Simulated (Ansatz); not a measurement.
In doubt: masses and optical values from hybrid runs of this build are listed as unsure (in some of the runs), which bears on the screening that GW takes from such a start.

System: KLaMgWO6 (F-43m).

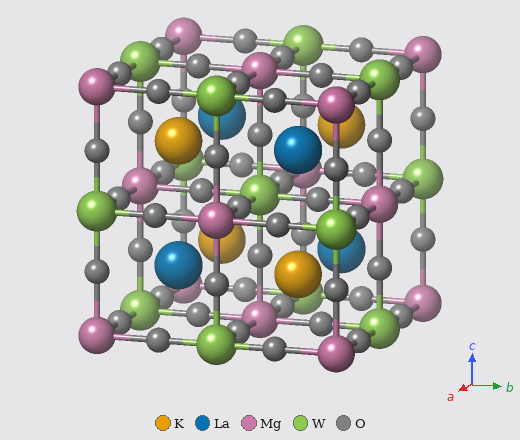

The structure (potassium orange, lanthanum blue, magnesium pink, tungsten green, oxygen grey). Some periodic images of atoms are drawn too.

The structure is cubic, space group F-43m (No. 216). The conventional cell has a = 7.993 Å, b = 7.993 Å, c = 7.993 Å, α = 90.00°, β = 90.00°, γ = 90.00°. Nearest to K lie 12 O at 2.83 Å. Nearest to La lie 12 O at 2.83 Å. Nearest to Mg lie 6 O at 2.06 Å. Nearest to W lie 6 O at 1.94 Å. Nearest to O lie 1 W at 1.94 Å and 1 Mg at 2.06 Å and 2 K at 2.83 Å and 2 La at 2.83 Å. Farther neighbours and most contacts between anions are not listed.

```yaml
crystal:
  lattice:
    - [0.00000, 3.99643, 3.99643]
    - [3.99643, 0.00000, 3.99643]
    - [3.99643, 3.99643, 0.00000]
  atoms:
    - { symbol: K, position: [0.75000, 0.75000, 0.75000] }
    - { symbol: La, position: [0.25000, 0.25000, 0.25000] }
    - { symbol: Mg, position: [0.00000, 0.00000, 0.00000] }
    - { symbol: W, position: [0.50000, 0.50000, 0.50000] }
    - { symbol: O, position: [0.74287, 0.25713, 0.25713] }
    - { symbol: O, position: [0.25713, 0.74287, 0.74287] }
    - { symbol: O, position: [0.74287, 0.74287, 0.25713] }
    - { symbol: O, position: [0.25713, 0.25713, 0.74287] }
    - { symbol: O, position: [0.25713, 0.74287, 0.25713] }
    - { symbol: O, position: [0.74287, 0.25713, 0.74287] }
```

The cell and positions are those that the Materials Project relaxed with its own functionals (PBE, PBE+U or r2SCAN), kept fixed. Spin-orbit coupling is left out unless a run names it.

Gaps computed with Ansatz 0.2.0 without a self-energy: HSE06 3.99 eV, r2SCAN 2.91 eV and PBE0 4.75 eV.

**Question.** Estimate the G0W0@HSE06 gap with 4×4×4 mesh, 700 empty bands, screening to 180 eV, PAW set soft_1 files.

About 4.59 eV: on its mesh the run moves the gap from 3.99 eV by +0.60 eV. Among the scalar-relativistic levels given, PBE0 is nearest (+0.16 eV). Bands and cutoff are finite, so the gap is not at the basis limit. The miss can reach some tenths of an eV and take either sign; the mesh is an error of its own. Empty 4f levels lie among the conduction bands. Their place in the start is unsure; it enters the screening, and the edge itself where they lie low. The many-body steps are scalar-relativistic: spin-orbit coupling is not in them.

[Paths, hosts, dates, memory and timing lines, banners, echoed tables and standing remarks are left out of the program output.]

[Logs are printed without paths, hosts, clocks, repeated set-up lines and the standing remarks that a program may print on its own settings, such as how far it seeks lower states.]

[Runs of the session that timed out or met a known fault of the program may be left out.]

[Cells called generated may have been cut or substituted from an entry of the Crystallography Open Database or the Materials Project.]

[Hosts, paths, dates, database ids (printed as entryN), source tags and the programs' standing remarks are cut or masked in the printed files.]
